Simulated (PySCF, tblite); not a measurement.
# C₄H₃ClSe: excited states, first hyperpolarisability

Wanted: excited states, first hyperpolarisability for C₄H₃ClSe (`Clc1ccc[se]1`).

Computed with tblite 0.8.0 and PySCF 2.14.0 and routines of our own; the level stands in each step. Atoms count from 0.

## Step 1: The starting structure

9 atoms, charge 0, multiplicity 1; geometry from: force field or distance geometry start.

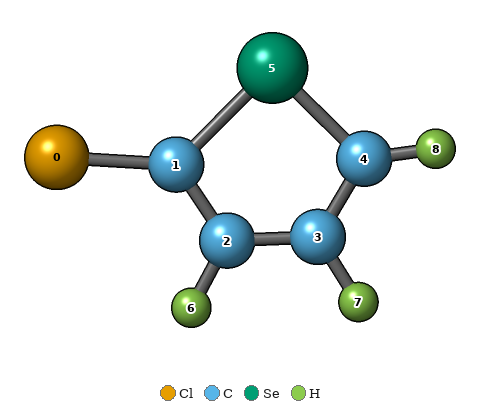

The starting geometry (chlorine amber, carbon blue, selenium teal, hydrogen green).

## Step 2: Relaxing the molecule with GFN2-xTB

The job: settings as JSON, then the geometry in Å.

```
{"job": {"kind": "relax", "xc": "GFN2-xTB", "basis": "xTB"}, "charge": 0, "multiplicity": 1}
Cl     3.136100     0.224100     0.315200
C      1.381700     0.335300     0.134700
C      0.504500    -0.693300     0.035400
C     -0.812100    -0.474800    -0.102300
C     -1.354600     0.757900    -0.112200
Se     0.144100     1.929900     0.054600
H      0.912100    -1.745800     0.045700
H     -1.518700    -1.361800    -0.181000
H     -2.379600     1.034500    -0.215200
```

On the command line:

```sh
OMP_NUM_THREADS=1 python excited_run.py task.json out
```

One launch serves the whole session: the jobs run in the order shown.

Output:

```text
step      E/eV     max force
  0    -483.14749    4.983
  1    -483.47733    1.744
  2    -483.57086    1.226
  3    -483.73046    1.505
  4    -483.78619    1.048
  5    -483.82734    0.503
  6    -483.84166    0.414
  7    -483.85691    0.299
  8    -483.86547    0.333
  9    -483.87314    0.317
 10    -483.87749    0.178
 11    -483.87900    0.093
 12    -483.87943    0.062
 13    -483.87974    0.055
 14    -483.88009    0.067
 15    -483.88040    0.064
 16    -483.88060    0.040
 17    -483.88068    0.024
 18    -483.88070    0.015
 19    -483.88071    0.006
```

Wall time 0.09 s (1 thread of Arm Neoverse V2, shared host).

Step by step:

| step | energy from step 0 (eV) | largest force (eV/Å) |
| --- | --- | --- |
| 0 | 0.0000 | 4.9829 |
| 1 | -0.3298 | 1.7443 |
| 2 | -0.4234 | 1.2257 |
| 3 | -0.5830 | 1.5050 |
| 4 | -0.6387 | 1.0475 |
| 5 | -0.6798 | 0.5031 |
| 6 | -0.6942 | 0.4136 |
| 7 | -0.7094 | 0.2994 |
| 8 | -0.7180 | 0.3333 |
| 9 | -0.7256 | 0.3167 |
| 10 | -0.7300 | 0.1777 |
| 11 | -0.7315 | 0.0931 |
| 12 | -0.7319 | 0.0616 |
| 13 | -0.7323 | 0.0553 |
| 14 | -0.7326 | 0.0666 |
| 15 | -0.7329 | 0.0643 |
| 16 | -0.7331 | 0.0403 |
| 17 | -0.7332 | 0.0235 |
| 18 | -0.7332 | 0.0150 |
| 19 | -0.7332 | 0.0061 |

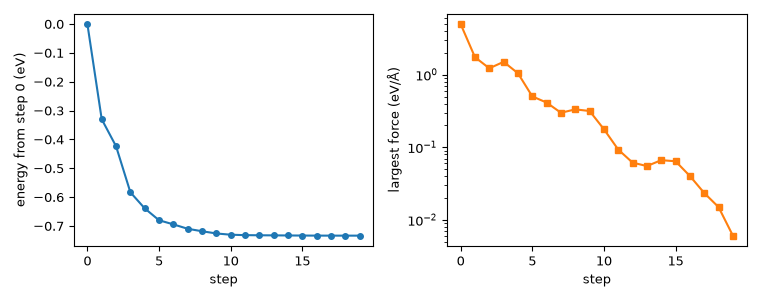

Energy and largest force along the relaxation.

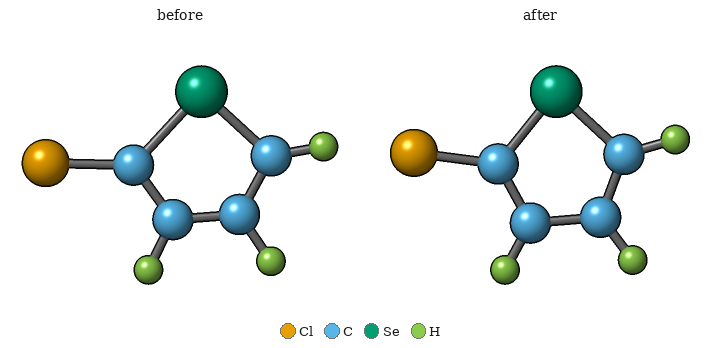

Before and after, at one scale.

Close pairs (by a distance rule), those that changed most:

| bond | before (Å) | after (Å) | change (Å) |
| --- | --- | --- | --- |
| C1–Se5 | 2.020 | 1.872 | -0.148 |
| C2–C3 | 1.342 | 1.417 | +0.075 |
| C3–H7 | 1.137 | 1.077 | -0.060 |
| Cl0–C1 | 1.767 | 1.709 | -0.058 |
| C2–H6 | 1.129 | 1.076 | -0.053 |
| C4–Se5 | 1.910 | 1.859 | -0.051 |
| C3–C4 | 1.347 | 1.355 | +0.009 |
| C4–H8 | 1.067 | 1.075 | +0.008 |

The end geometry stands in the next job.

## Step 3: Infrared spectrum with GFN2-xTB

The job: settings as JSON, then the geometry in Å.

```
{"job": {"kind": "ir", "xc": "GFN2-xTB", "basis": "xTB"}, "charge": 0, "multiplicity": 1}
Cl     2.961803     0.412346     0.299260
C      1.263298     0.335253     0.129281
C      0.522146    -0.798123     0.029796
C     -0.868545    -0.560947    -0.101368
C     -1.232007     0.744885    -0.107402
Se     0.222339     1.889989     0.062194
H      0.953277    -1.783531     0.049804
H     -1.578146    -1.365887    -0.189926
H     -2.230604     1.132008    -0.196819
```

Output:

```text
mode    cm-1     km/mol
  1     190.7      0.01
  2     195.6      0.50
  3     356.7      1.57
  4     378.1      2.25
  5     495.8      0.47
  6     502.7      0.97
  7     613.8     13.19
  8     721.0     27.12
  9     750.7     21.90
 10     807.3     11.93
 11     847.6      0.31
 12     900.4     32.21
 13    1058.7      2.79
 14    1091.0      4.41
 15    1180.5      9.02
 16    1310.4      6.98
 17    1438.8     56.04
 18    1531.6      0.02
 19    3109.5      7.82
 20    3122.6     14.56
 21    3127.3      4.01
```

Run time: 0.2 s. Hardware: 1 thread of Arm Neoverse V2, shared host.

Which atoms move in the most intense modes:

| cm⁻¹ | km/mol | atoms |
| --- | --- | --- |
| 614 | 13.2 | C4 34 %, C3 22 %, C2 13 %, C1 11 % |
| 721 | 27.1 | H8 74 % |
| 751 | 21.9 | C4 50 %, C3 14 %, C1 12 % |
| 807 | 11.9 | H6 57 %, H7 16 %, C2 15 % |
| 900 | 32.2 | C1 63 %, C2 14 % |
| 1180 | 9.0 | H6 37 %, H7 34 % |
| 1439 | 56.0 | C2 31 %, C3 28 %, C1 23 %, C4 16 % |
| 3123 | 14.6 | H8 63 %, H6 24 % |

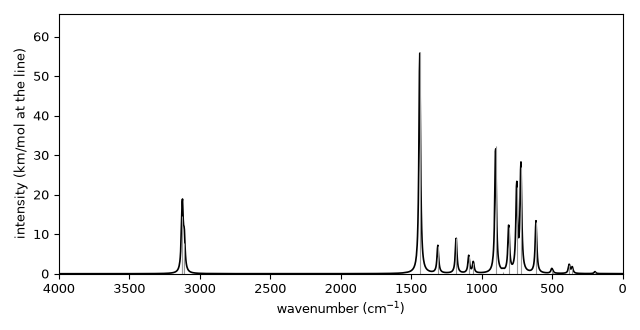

The infrared spectrum from these modes, unscaled. Lines are broadened to a width of 14 cm⁻¹ (Lorentzian).

## Step 4: Excited states: TDA wB97X-D/def2-SVP

The job, as its differences from that of step 3:

```diff
@@ -1,2 +1,2 @@
-{"job": {"kind": "ir", "xc": "GFN2-xTB", "basis": "xTB"}, "charge": 0, "multiplicity": 1}
+{"job": {"kind": "states", "xc": "wB97X-D", "basis": "def2-SVP", "tda": true, "soc": true, "nstates": 6, "ntriplets": 6, "nquad": 4}, "charge": 0, "multiplicity": 1}
 Cl     2.961803     0.412346     0.299260
```

Level: TDA wB97X-D/def2-SVP excited states, vertical, gas phase, spin-orbit mean-field couplings.

Output:

```text
coarse grid: 41784 points
cycle   1  E = -3015.3624813696  dE =  3.289e-01  |g| = 3.788e-01  |ddm| = 3.718e+00
cycle   2  E = -3015.3614208110  dE =  1.061e-03  |g| = 4.264e-01  |ddm| = 8.614e-01
cycle   3  E = -3015.4032736527  dE = -4.185e-02  |g| = 4.965e-02  |ddm| = 4.657e-01
cycle   4  E = -3015.4039327254  dE = -6.591e-04  |g| = 2.566e-02  |ddm| = 9.221e-02
cycle   5  E = -3015.4040953656  dE = -1.626e-04  |g| = 8.033e-03  |ddm| = 3.641e-02
cycle   6  E = -3015.4041137406  dE = -1.837e-05  |g| = 1.947e-03  |ddm| = 1.182e-02
cycle   7  E = -3015.4041152841  dE = -1.544e-06  |g| = 7.213e-04  |ddm| = 3.876e-03
final grid: 85768 points
cycle   8  E = -3015.4034945423  dE = -1.557e-06  |g| = 1.082e-03  |ddm| = 4.245e-03
cycle   9  E = -3015.4034946359  dE = -9.356e-08  |g| = 9.689e-04  |ddm| = 2.306e-03
cycle  10  E = -3015.4034948669  dE = -2.310e-07  |g| = 1.338e-04  |ddm| = 1.154e-03
cycle  11  E = -3015.4034948740  dE = -7.106e-09  |g| = 6.856e-05  |ddm| = 2.435e-04
cycle  12  E = -3015.4034948761  dE = -2.118e-09  |g| = 1.959e-05  |ddm| = 1.549e-04
cycle  13  E = -3015.4034948763  dE = -2.397e-10  |g| = 9.595e-06  |ddm| = 5.743e-05
converged SCF energy = -3015.4034948763

Singlet excitations
state   eV       nm        f     d(h-e)  d(exc)  Lambda  PR(NTO)  |dmu|/D   mu/D   main configurations
  1   5.4783   226.3   0.00004   0.941   2.730   0.456   1.007    2.221    2.669   H->L+1 0.71, H-1->L+1 0.28
  2   5.6279   220.3   0.15052   0.157   2.746   0.797   1.226    0.462    0.999   H->L 0.80, H-1->L 0.09
  3   5.6858   218.1   0.00010   0.977   2.688   0.476   1.007    2.268    2.832   H-1->L+1 0.70, H->L+1 0.28
  4   5.8512   211.9   0.13172   0.355   2.690   0.724   1.337    0.804    0.627   H-1->L 0.74, H->L 0.10, H->L+3 0.09
  5   6.8264   181.6   0.00157   0.709   2.844   0.566   1.042                     H->L+2 0.93
  6   7.0125   176.8   0.00127   1.600   3.087   0.363   1.019                     H-2->L 0.94

Triplet excitations (Tamm-Dancoff)
state   eV     d(h-e)  d(exc)  Lambda  PR(NTO)   main configurations
  1   3.4979   0.266   2.535   0.823   1.066   H->L 0.93
  2   4.4165   0.337   2.619   0.712   1.052   H-1->L 0.96
  3   5.0683   0.648   2.570   0.468   1.016   H-1->L+1 0.52, H->L+1 0.45
  4   5.3369   1.170   2.763   0.462   1.016   H->L+1 0.53, H-1->L+1 0.44
  5   5.8564   0.573   2.334   0.768   1.547   H->L+3 0.74, H-3->L 0.13
  6   6.2267   0.684   2.746   0.563   1.056   H->L+2 0.90
S1 - T1 = 1.9804 eV

Spin-orbit couplings |<S|Hso|T>| (cm-1)
             T1       T2       T3       T4       T5       T6
S0        5.940    1.989  627.393  351.167    0.219  116.416
S1      182.587  136.119   13.816    1.326   12.712  114.659
S2        0.537    2.637  290.622   84.513    1.423   74.764
S3      146.041  181.479    0.832    4.517   23.632   69.278
S4        0.531    1.463  183.747  254.751    1.148   32.822
S5       99.968   21.334   82.465  103.872   14.312    6.387
S6       55.113  325.032   10.845   20.109   90.771    4.561
T1 sublevels (cm-1): 0.000 0.048 0.818   radiative rates (1/s): 2.63 1.06 44.6
```

Run time: 17 s. Hardware: 1 thread of Arm Neoverse V2, shared host; peak memory 0.58 GiB.

From this job:

| quantity | value |
| --- | --- |
| S1 less T1 | 1.98 eV |

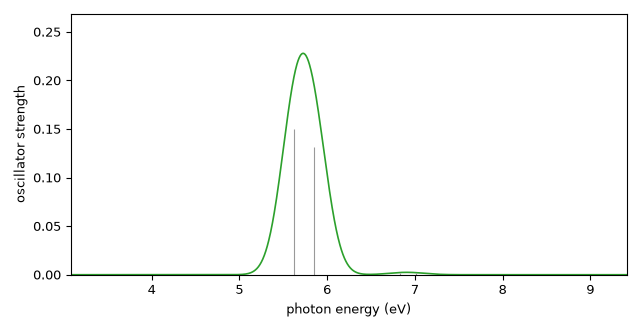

Absorption lines of the singlets. Lines are broadened to a width of 0.40 eV (Gaussian).

Orbitals, density, ELF and potential are computed afterwards from the orbital file.

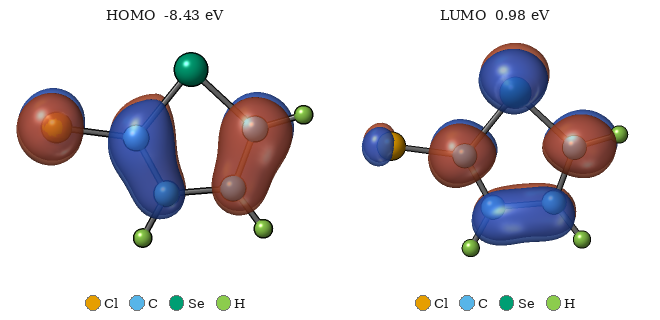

wB97X-D/def2-SVP orbitals near the gap, drawn at the value that encloses 70 % of each; the two colours are the two signs.

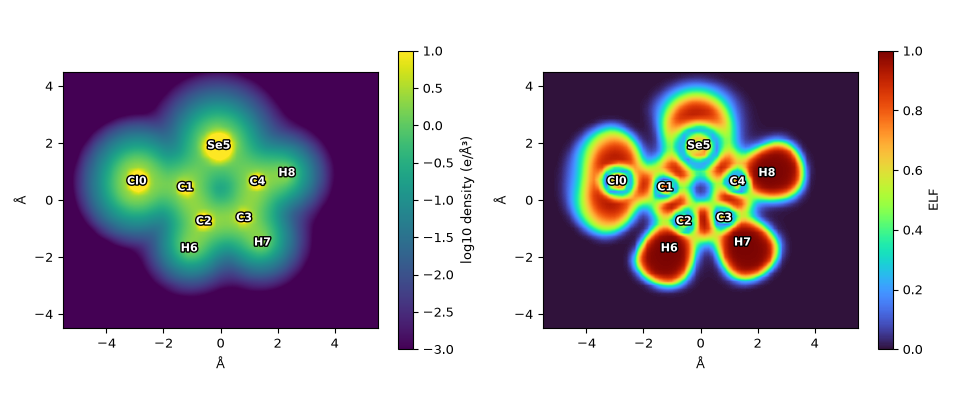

Density (left) and ELF (right) in a plane through or near 9 of the atoms.

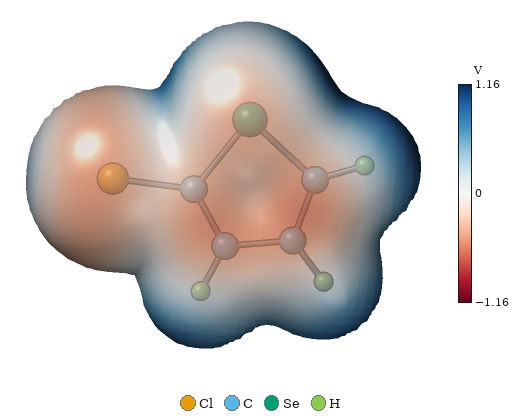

Electrostatic potential on the surface of density 0.002 e/bohr³; red is low, blue high. It runs from -0.52 V near C4 to 1.16 V near H8.

## Step 5: Excited states: TDDFT CAM-B3LYP/aug-cc-pVDZ

The job, as its differences from that of step 4:

```diff
@@ -1,2 +1,2 @@
-{"job": {"kind": "states", "xc": "wB97X-D", "basis": "def2-SVP", "tda": true, "soc": true, "nstates": 6, "ntriplets": 6, "nquad": 4}, "charge": 0, "multiplicity": 1}
+{"job": {"kind": "states", "xc": "CAM-B3LYP", "basis": "aug-cc-pVDZ", "tpa": true, "nstates": 6, "nquad": 5, "ntriplets": 0}, "charge": 0, "multiplicity": 1}
 Cl     2.961803     0.412346     0.299260
```

Level: TDDFT CAM-B3LYP/aug-cc-pVDZ excited states, vertical, gas phase, two-photon moments by quadratic response.

Output:

```text
coarse grid: 41784 points
cycle   1  E = -3015.9577201424  dE =  4.018e-01  |g| = 3.449e-01  |ddm| = 1.149e+01
cycle   2  E = -3015.9461365599  dE =  1.158e-02  |g| = 4.410e-01  |ddm| = 3.032e+00
cycle   3  E = -3015.9922727153  dE = -4.614e-02  |g| = 5.480e-02  |ddm| = 1.519e+00
cycle   4  E = -3015.9930479881  dE = -7.753e-04  |g| = 2.856e-02  |ddm| = 2.355e-01
cycle   5  E = -3015.9932597785  dE = -2.118e-04  |g| = 1.064e-02  |ddm| = 1.175e-01
cycle   6  E = -3015.9932914437  dE = -3.167e-05  |g| = 1.790e-03  |ddm| = 3.188e-02
cycle   7  E = -3015.9932926859  dE = -1.242e-06  |g| = 5.743e-04  |ddm| = 9.250e-03
final grid: 85768 points
cycle   8  E = -3015.9932956593  dE = -1.124e-07  |g| = 5.080e-04  |ddm| = 7.182e-03
cycle   9  E = -3015.9932956248  dE =  3.450e-08  |g| = 6.901e-04  |ddm| = 3.341e-03
cycle  10  E = -3015.9932957521  dE = -1.274e-07  |g| = 7.278e-05  |ddm| = 2.063e-03
cycle  11  E = -3015.9932957545  dE = -2.365e-09  |g| = 4.618e-05  |ddm| = 2.620e-04
cycle  12  E = -3015.9932957556  dE = -1.136e-09  |g| = 1.948e-05  |ddm| = 3.119e-04
cycle  13  E = -3015.9932957558  dE = -1.519e-10  |g| = 2.622e-06  |ddm| = 6.819e-05
converged SCF energy = -3015.9932957558

Singlet excitations
state   eV       nm        f     d(h-e)  d(exc)  Lambda  PR(NTO)  |dmu|/D   mu/D   delta(TPA)   sigma/GM   main configurations
  1   5.1465   240.9   0.11299   0.223   2.926   0.754   1.227    0.614    1.266        6.24      0.061   H->L 0.94
  2   5.1729   239.7   0.00007   1.219   3.082   0.305   1.011    3.405    3.872        0.07      0.001   H->L+2 0.36, H->L+1 0.18, H->L+4 0.13
  3   5.3866   230.2   0.00054   1.189   3.016   0.316   1.011    3.322    3.848        8.75      0.093   H-1->L+2 0.34, H-1->L+1 0.18, H-1->L+4 0.13
  4   5.5070   225.1   0.11985   0.360   2.857   0.654   1.372    0.499    1.316       40.74      0.453   H-1->L 0.89
  5   5.9232   209.3   0.00402   1.428   4.357   0.285   1.034    6.843    5.400       25.65      0.330   H->L+1 0.61, H->L+2 0.21
  6   6.0751   204.1   0.00015   1.471   3.915   0.310   1.036                                            H->L+3 0.54, H->L+6 0.10
```

Wall time 35 s (1 thread of Arm Neoverse V2, shared host); peak memory 0.79 GiB.

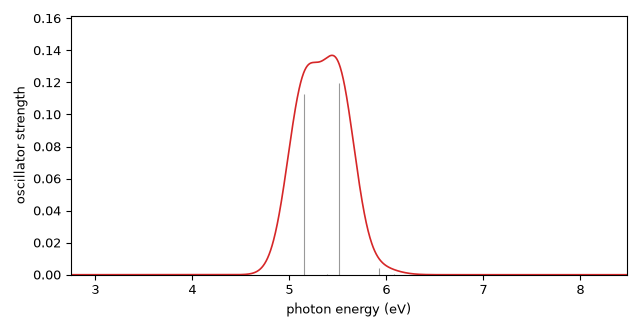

Absorption lines of the singlets. Lines are broadened to a width of 0.40 eV (Gaussian).

## Step 6: First hyperpolarisability: quadratic response wB97X-D/aug-cc-pVDZ

The job, as its differences from that of step 5:

```diff
@@ -1,2 +1,2 @@
-{"job": {"kind": "states", "xc": "CAM-B3LYP", "basis": "aug-cc-pVDZ", "tpa": true, "nstates": 6, "nquad": 5, "ntriplets": 0}, "charge": 0, "multiplicity": 1}
+{"job": {"kind": "beta", "xc": "wB97X-D", "basis": "aug-cc-pVDZ", "wavelengths": [1064]}, "charge": 0, "multiplicity": 1}
 Cl     2.961803     0.412346     0.299260
```

Level: quadratic response wB97X-D/aug-cc-pVDZ first hyperpolarisability, Taylor convention, gas phase.

Output:

```text
coarse grid: 41784 points
cycle   1  E = -3015.9107552850  dE =  4.384e-01  |g| = 3.582e-01  |ddm| = 1.034e+01
cycle   2  E = -3015.9091289377  dE =  1.626e-03  |g| = 4.167e-01  |ddm| = 2.964e+00
cycle   3  E = -3015.9497007033  dE = -4.057e-02  |g| = 4.729e-02  |ddm| = 1.421e+00
cycle   4  E = -3015.9503646481  dE = -6.639e-04  |g| = 2.513e-02  |ddm| = 2.573e-01
cycle   5  E = -3015.9505407916  dE = -1.761e-04  |g| = 8.968e-03  |ddm| = 1.104e-01
cycle   6  E = -3015.9505645258  dE = -2.373e-05  |g| = 1.801e-03  |ddm| = 3.244e-02
cycle   7  E = -3015.9505661880  dE = -1.662e-06  |g| = 6.502e-04  |ddm| = 1.169e-02
final grid: 85768 points
cycle   8  E = -3015.9499168738  dE = -2.010e-06  |g| = 1.181e-03  |ddm| = 4.824e-02
cycle   9  E = -3015.9499169451  dE = -7.127e-08  |g| = 1.149e-03  |ddm| = 6.654e-03
cycle  10  E = -3015.9499172902  dE = -3.451e-07  |g| = 1.437e-04  |ddm| = 3.400e-03
cycle  11  E = -3015.9499172984  dE = -8.228e-09  |g| = 7.870e-05  |ddm| = 5.981e-04
cycle  12  E = -3015.9499173009  dE = -2.527e-09  |g| = 2.748e-05  |ddm| = 4.347e-04
cycle  13  E = -3015.9499173013  dE = -3.720e-10  |g| = 1.287e-05  |ddm| = 1.164e-04
converged SCF energy = -3015.9499173013

Lowest singlets (eV, f): 5.1730 0.1145  5.2148 0.0001  5.4252 0.0005

First hyperpolarisability (au)
process     nm      |vector|   parallel      HRS      DR
static         -      221.04     -103.6      83.44   7.384
shg       1064.0      261.08    -124.91      99.18   7.104
eope      1064.0      232.98     -109.9          -       -
```

Wall time 30 s (1 thread of Arm Neoverse V2, shared host); peak memory 0.73 GiB.

## Step 7: What came out

| quantity | value |
| --- | --- |
| strongest single infrared mode (GFN2-xTB) | 1439 cm⁻¹, 56 km/mol |
| zero-point energy (GFN2-xTB) | 33.9 kcal/mol |
| S1 less T1 (step 4, TDA wB97X-D/def2-SVP) | 1.98 eV |
| potential on the surface of density 0.002 e/bohr³, 1st and 99th percentile | -0.52 V and 1.16 V |
| β vector (step 6, quadratic response wB97X-D/aug-cc-pVDZ) | static 221, SHG 1064.0 nm 261 au |

What this shows: All 21 modes are real, so the xTB geometry is a minimum. The strongest single mode, at 1439 cm⁻¹, is spread over several atoms, C2, C3, C1, C4 among them. Unscaled tight-binding wavenumbers are off by several per cent, some by more. Its intensities can rank the bands wrongly. Scalar relativity is left out for the heavy atoms. In step 4, the number of triplets below S1 is 4, and the largest singlet-triplet spin-orbit coupling is S0–T3, 627.39 cm⁻¹. Steps that list no spin-orbit terms leave them out, which matters at and beside the heavy atoms. β grows from 221 au (static) to 261 au for doubling at 1064.0 nm: normal dispersion, which grows as twice the photon energy moves toward the bright states.
